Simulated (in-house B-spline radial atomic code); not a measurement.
The arsenic ion As²⁺ in the configuration [Ar] 3d10 4s2 4p1 (high spin). All runs are scalar-relativistic, spin-polarised and spherical, computed with an in-house B-spline radial code (spin-free X2C). Hartree-Fock is the average over the configuration. Wanted, and plotted below: the mean radius (bohr) of the 4s down orbital by 6 methods.

The most compact is LDA (VWN5) (1.801) and the most diffuse Hartree-Fock (1.849), a spread of 2.6 %. In order (bohr): LDA (VWN5) (1.801), SCAN (1.802), BP86 (1.803), PW91 (1.804), TPSS (1.808), Hartree-Fock (1.849).

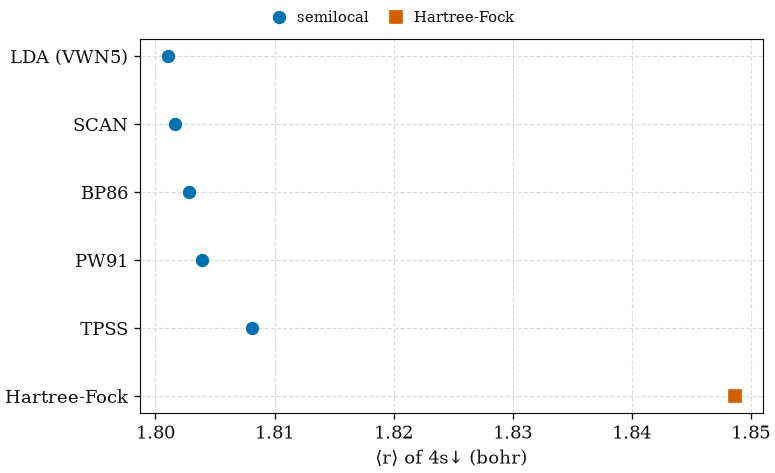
